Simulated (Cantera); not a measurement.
Input: 1 mol Ti(NMe2)4, 16 mol O2, at 0.00370 bar.

Equilibrium computed with Cantera from the NASA thermochemical tables; the gas is ideal and each condensed phase is pure. Candidate condensed phases: C, C6H6, C7H8, C8H18, H2O, Ti, TiC, TiN, TiO, TiO2, Ti2O3, Ti3O5, Ti4O7; 139 gas species. The feed counts by its element totals alone. Equilibrium is a limit: real reactors are often held back by kinetics, nucleation or transport.

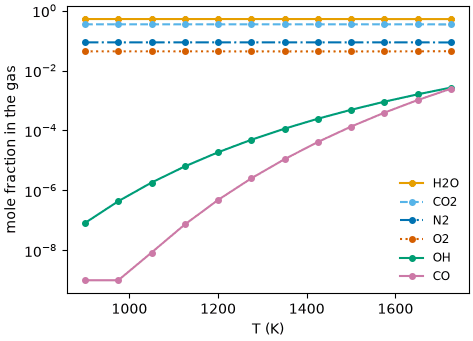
Figure: Equilibrium gas composition (values under 1e-9 drawn at 1e-9)

Q: Read off the mole fractions at 1425 K.

A: H2O about 0.52, CO2 about 0.35, N2 about 0.087, O2 about 0.043, OH about 0.00025, CO about 4.1e-5.
